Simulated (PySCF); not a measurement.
Run report: C$_{4}$H$_{6}$BF$_{3}$O, excited-state calculation

C$_{4}$H$_{6}$BF$_{3}$O, computed with TDDFT B3LYP/def2-SVPD, vertical, gas phase, core orbitals frozen in the response (PySCF 2.14.0).

The geometry comes from this level: GFN2-xTB. It belongs to a series of runs on one base structure; here: H on C replaced by OH.

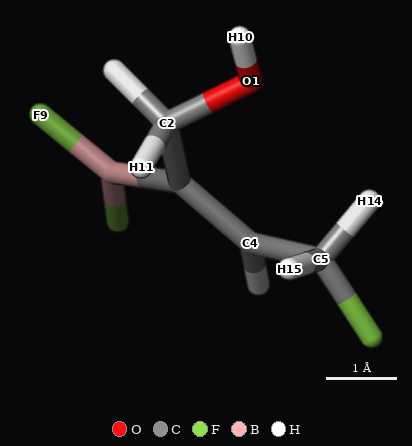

*The input geometry (stick view, seen at a tilt; atoms are numbered from 1 in the order of the input).*

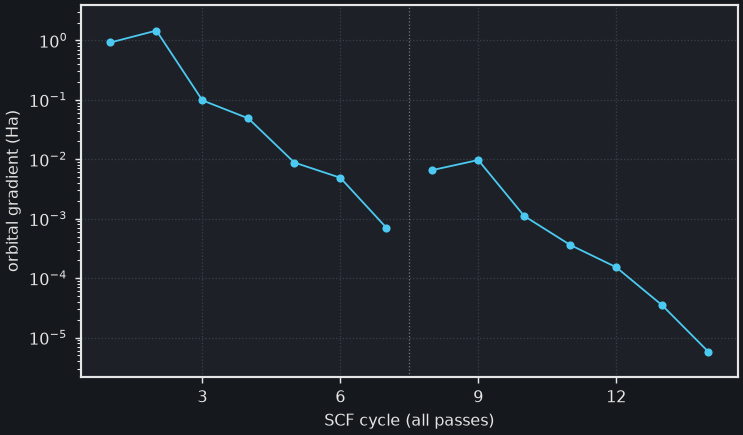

*Convergence of the self-consistent field: orbital gradient against the SCF cycle. The dotted line marks the change from a coarse to the final integration grid.*

The first 7 cycles use a coarse grid, the final grid takes over at cycle 8, and the field converges after 14 cycles in all.

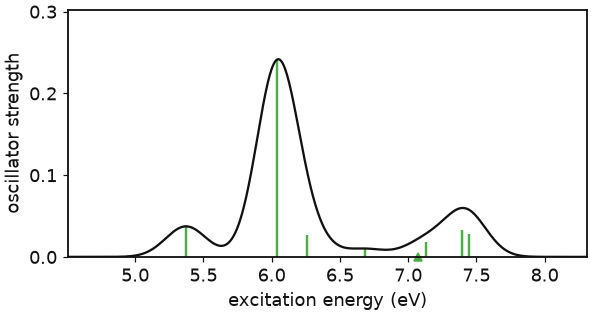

*Computed excitations as sticks (degenerate states added up, dark ones marked on the axis), with a Gaussian envelope of 0.35 eV full width at half maximum, scaled to the tallest.*

Of the 8 states the lowest lies at 5.37 eV (f = 0.039); the strongest line is at 6.04 eV, or 205 nm (f = 0.242).

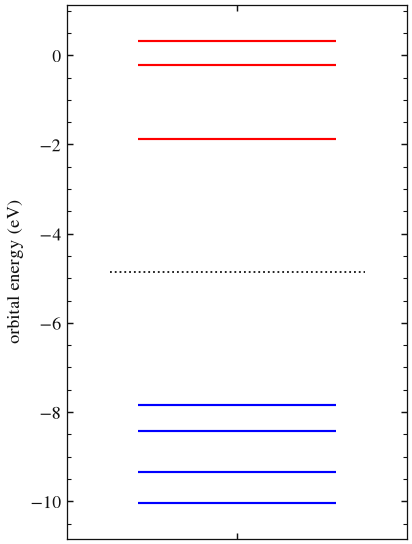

*Orbital energies near the frontier; the dotted line parts filled from empty levels, and levels within 0.02 eV of each other stand side by side.*

Highest filled −7.84 eV, lowest empty −1.87 eV, 5.97 eV apart.

The input that produced these results follows, with the program's output.

Input
```
{"job": {"kind": "uv", "xc": "B3LYP", "basis": "def2-SVPD", "nstates": 8, "ntriplets": 3}, "charge": 0, "multiplicity": 1}
O      0.215756     1.851074    -0.761107
C     -0.589918     1.150675     0.165951
C     -0.611212    -0.325881    -0.171321
C      0.524404    -0.991202    -0.428612
C      1.889012    -0.402948    -0.414317
F      2.843886    -1.387709    -0.452384
B     -1.973768    -1.062603    -0.228247
F     -2.082994    -2.344585    -0.517814
F     -3.125006    -0.465120     0.020467
H      0.113279     2.796032    -0.607936
H     -0.190017     1.276386     1.186296
H     -1.616621     1.534328     0.151908
H      0.484093    -2.043514    -0.673931
H      2.046916     0.237309    -1.289233
H      2.067776     0.185747     0.492712
```

The first line tells a small driver script what to run in PySCF; the rest is the geometry in Å.

Launch command:
```bash
OMP_NUM_THREADS=1 python <driver script> task.json out
```

Log
```
coarse grid: 13496 points
cycle   1  E = -555.1246488258  dE =  1.083e+00  |g| = 9.228e-01  |ddm| = 7.608e+00
cycle   2  E = -554.9076305489  dE =  2.170e-01  |g| = 1.463e+00  |ddm| = 2.742e+00
cycle   3  E = -555.2743518034  dE = -3.667e-01  |g| = 9.806e-02  |ddm| = 1.629e+00
cycle   4  E = -555.2759691568  dE = -1.617e-03  |g| = 4.872e-02  |ddm| = 2.068e-01
cycle   5  E = -555.2764551824  dE = -4.860e-04  |g| = 8.807e-03  |ddm| = 7.302e-02
cycle   6  E = -555.2764638764  dE = -8.694e-06  |g| = 4.887e-03  |ddm| = 1.716e-02
cycle   7  E = -555.2764694377  dE = -5.561e-06  |g| = 7.082e-04  |ddm| = 8.478e-03
final grid: 134296 points
cycle   8  E = -555.3616834984  dE = -7.861e-05  |g| = 6.574e-03  |ddm| = 2.008e-01
cycle   9  E = -555.3616735826  dE =  9.916e-06  |g| = 9.707e-03  |ddm| = 2.428e-02
cycle  10  E = -555.3616928098  dE = -1.923e-05  |g| = 1.109e-03  |ddm| = 1.308e-02
cycle  11  E = -555.3616930581  dE = -2.483e-07  |g| = 3.618e-04  |ddm| = 2.168e-03
cycle  12  E = -555.3616930856  dE = -2.747e-08  |g| = 1.526e-04  |ddm| = 7.860e-04
cycle  13  E = -555.3616930908  dE = -5.146e-09  |g| = 3.493e-05  |ddm| = 2.578e-04
cycle  14  E = -555.3616930910  dE = -2.601e-10  |g| = 5.819e-06  |ddm| = 8.505e-05
converged SCF energy = -555.3616930910

Static polarisability (au): isotropic 68.836, principal 51.353 70.002 85.153

Singlet excitations
state   eV       nm        f      main configurations
  1   5.3722    230.8   0.03874   H->L 0.55, H-1->L 0.44
  2   6.0403    205.3   0.24167   H-1->L 0.53, H->L 0.38
  3   6.2606    198.0   0.02678   H-2->L 0.93
  4   6.6856    185.4   0.00991   H->L+1 0.85, H-1->L+1 0.11
  5   7.0739    175.3   0.00171   H-3->L 0.51, H-4->L 0.47
  6   7.1301    173.9   0.01812   H-1->L+1 0.61, H->L+2 0.23, H->L+1 0.12
  7   7.3924    167.7   0.03249   H->L+2 0.69, H-1->L+1 0.20
  8   7.4473    166.5   0.02738   H-4->L 0.46, H-3->L 0.42

Triplet excitations (Tamm-Dancoff, eV): 3.7113 5.3554 5.8594
```

Results in brief

| quantity | value |
| --- | --- |
| outcome | converged |
| total energy | −555.361693 hartree |
| HOMO | −7.84 eV |
| LUMO | −1.87 eV |
| dipole moment | 3.12 D |
| mean polarisability | 68.84 a.u. |
| lowest singlet excitation | 5.37 eV |
| hardware | 1 CPU thread, shared host |
| wall time | 83 s |
| peak memory | 0.95 GiB |
